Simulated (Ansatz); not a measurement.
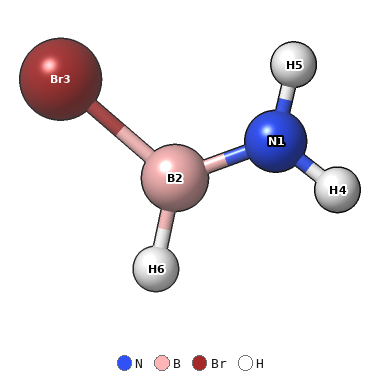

The system is BBrH₃N, SMILES NBBr; the picture shows the reference structure. Coordinates scanned: (1) umbrella angle at B2 (between each of its bonds and their common axis; 90 is planar); (2) change of the bonds B2–N1, B2–Br3, B2–H6, all alike. Nothing is relaxed (all other coordinates rigid). Grid: 15 × 15 points; 120 points were computed and 105 follow by symmetry. Points are written as (first, second). All energies are given in eV relative to the relaxed molecule at the same level. The calculation used RKS r2SCAN-D4/def2-TZVP in Ansatz 0.2.0.

Its coordinates:

```yaml
atoms:
  - { symbol: N, position_ang: [-0.3937, -0.0044, -0.6562] }
  - { symbol: B, position_ang: [0.3688, -0.1643, 0.4867] }
  - { symbol: Br, position_ang: [0.5369, 1.3081, 1.7320] }
  - { symbol: H, position_ang: [-0.5085, -0.7432, -1.3309] }
  - { symbol: H, position_ang: [-0.8774, 0.8492, -0.8856] }
  - { symbol: H, position_ang: [0.9302, -1.1824, 0.7346] }
```

Range: umbrella angle at B2 (between each of its bonds and their common axis; 90 is planar) from 66.0 to 114.0°; change of the bonds B2–N1, B2–Br3, B2–H6, all alike from −0.165 to 0.255 Å.

**Predict the map.**

The lowest grid point is at (90.0°, 0.015 Å), 0.010 eV from the relaxed molecule at the same level. No other kind of well shows on this grid. The highest grid point, (66.0°, −0.165 Å), lies 3.94 eV above the lowest. Round the minimum the two coordinates are nearly uncoupled.

```
second ↓, first →  66.0  69.4  72.9  76.3  79.7  83.1  86.6  90.0  93.4  96.9  100.3  103.7  107.1  110.6  114.0
            0.255  3.15  2.84  2.58  2.37  2.21  2.10  2.03  2.00  2.03  2.10   2.21   2.37   2.58   2.84   3.15
            0.225  2.84  2.51  2.23  2.02  1.85  1.73  1.66  1.63  1.66  1.73   1.85   2.02   2.23   2.51   2.84
            0.195  2.55  2.21  1.91  1.69  1.51  1.39  1.31  1.28  1.31  1.39   1.51   1.69   1.91   2.21   2.55
            0.165  2.29  1.93  1.62  1.38  1.20  1.07  0.99  0.96  0.99  1.07   1.20   1.38   1.62   1.93   2.29
            0.135  2.07  1.69  1.37  1.12  0.92  0.79  0.70  0.68  0.70  0.79   0.92   1.12   1.37   1.69   2.07
            0.105  1.89  1.49  1.15  0.89  0.69  0.54  0.46  0.43  0.46  0.54   0.69   0.89   1.15   1.49   1.89
            0.075  1.76  1.34  0.98  0.71  0.50  0.35  0.26  0.23  0.26  0.35   0.50   0.71   0.98   1.34   1.76
            0.045  1.69  1.25  0.88  0.59  0.37  0.21  0.12  0.09  0.12  0.21   0.37   0.59   0.88   1.25   1.69
            0.015  1.69  1.23  0.84  0.53  0.30  0.14  0.04  0.01  0.04  0.14   0.30   0.53   0.84   1.23   1.69
           −0.015  1.78  1.29  0.88  0.56  0.32  0.15  0.04  0.01  0.04  0.15   0.32   0.56   0.88   1.29   1.78
           −0.045  1.95  1.44  1.01  0.67  0.42  0.24  0.14  0.10  0.14  0.24   0.42   0.67   1.01   1.44   1.95
           −0.075  2.24  1.70  1.24  0.90  0.63  0.45  0.33  0.30  0.33  0.45   0.63   0.90   1.24   1.70   2.24
           −0.105  2.66  2.08  1.61  1.24  0.96  0.77  0.65  0.61  0.65  0.77   0.96   1.24   1.61   2.08   2.66
           −0.135  3.22  2.61  2.11  1.73  1.44  1.23  1.11  1.07  1.11  1.23   1.44   1.73   2.11   2.61   3.22
           −0.165  3.95  3.31  2.78  2.38  2.07  1.85  1.72  1.68  1.72  1.85   2.07   2.38   2.78   3.31   3.95
```

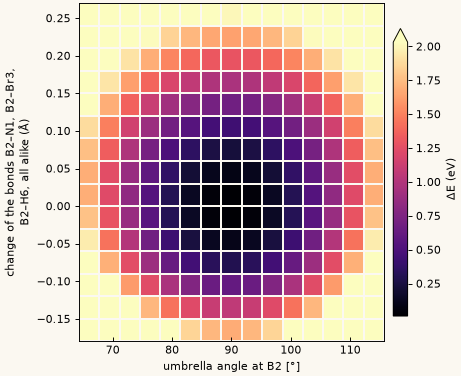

The picture shows one coloured cell a grid point, one colour for all values above the top of the scale.

Time for the 120 points that were run: 21 min on 1 thread of Arm Neoverse N1 (shared host).
